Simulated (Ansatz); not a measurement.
In doubt: masses and optical values from hybrid runs of this build are listed as unsure (in some of the runs), which bears on the screening that GW takes from such a start.

Two G0W0 runs on Si3N4 (P6_3/m).

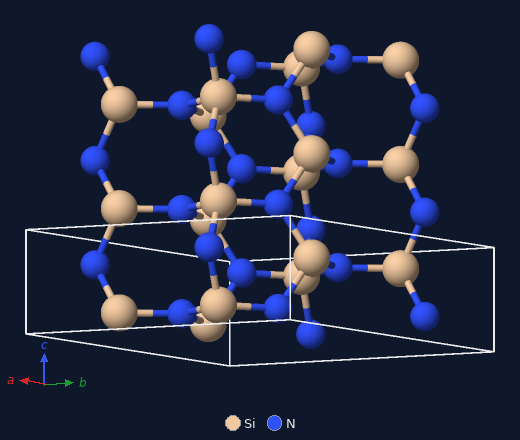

The structure (silicon light orange, nitrogen blue). 1×1×3 cells are drawn.

Symmetry: P6_3/m, No. 176, hexagonal system. Conventional cell: a = 7.604 Å, b = 7.604 Å, c = 2.906 Å, α = 90.00°, β = 90.00°, γ = 120.00°. Nearest to Si lie 4 N at 1.73 to 1.74 Å. Nearest to N lie 3 Si at 1.74 Å. Nearest to N lie 3 Si at 1.73 Å. Farther neighbours and most contacts between anions are not listed.

```yaml
crystal:
  lattice:
    - [7.60440, 0.00000, 0.00000]
    - [-3.80220, 6.58560, 0.00000]
    - [0.00000, 0.00000, 2.90630]
  atoms:
    - { symbol: Si, position: [0.76848, 0.17456, 0.25000] }
    - { symbol: Si, position: [0.59392, 0.76848, 0.75000] }
    - { symbol: Si, position: [0.82544, 0.59392, 0.25000] }
    - { symbol: Si, position: [0.23152, 0.82544, 0.75000] }
    - { symbol: Si, position: [0.40608, 0.23152, 0.25000] }
    - { symbol: Si, position: [0.17456, 0.40608, 0.75000] }
    - { symbol: N, position: [0.03050, 0.33024, 0.25000] }
    - { symbol: N, position: [0.70026, 0.03050, 0.75000] }
    - { symbol: N, position: [0.66976, 0.70026, 0.25000] }
    - { symbol: N, position: [0.96950, 0.66976, 0.75000] }
    - { symbol: N, position: [0.29974, 0.96950, 0.25000] }
    - { symbol: N, position: [0.33024, 0.29974, 0.75000] }
    - { symbol: N, position: [0.66667, 0.33333, 0.25000] }
    - { symbol: N, position: [0.33333, 0.66667, 0.75000] }
```

The cell and positions come from the Crystallography Open Database and are kept as given unless a step says otherwise.

The first (Ansatz 0.2.0; start PBE with 40 % exact exchange, 3×3×4 mesh, 607 empty bands, screening to 150 eV, PAW set soft_1 files; 1 × NVIDIA H100 80GB HBM3 (shared by 6 runs) with 2 threads of AMD EPYC 7R13 (Zen 3), shared host) gave, on its mesh: starting gap 7.98 eV, G0W0 gap 7.41 eV, RPA ε∞ (mean) 3.02, 68 s.

Question: The second changes start from PBE with 40 % exact exchange to Hartree-Fock. What does it give?

It gave: starting gap 13.70 eV, G0W0 gap 8.76 eV, RPA ε∞ (mean) 2.26, 67 s. The G0W0 gap moves by +1.35 eV, +5.73 eV from the start and −4.38 eV from the correction.

Limits: not at the basis limit; coarse k mesh.

[Paths, hosts, dates, memory and timing lines, banners, echoed tables and standing remarks are left out of the program output.]

[Logs are printed without paths, hosts, clocks, repeated set-up lines and the standing remarks that a program may print on its own settings, such as how far it seeks lower states.]

[Runs of the session that timed out or met a known fault of the program may be left out.]

[Cells called generated may have been cut or substituted from an entry of the Crystallography Open Database or the Materials Project.]

[Hosts, paths, dates, database ids (printed as entryN), source tags and the programs' standing remarks are cut or masked in the printed files.]
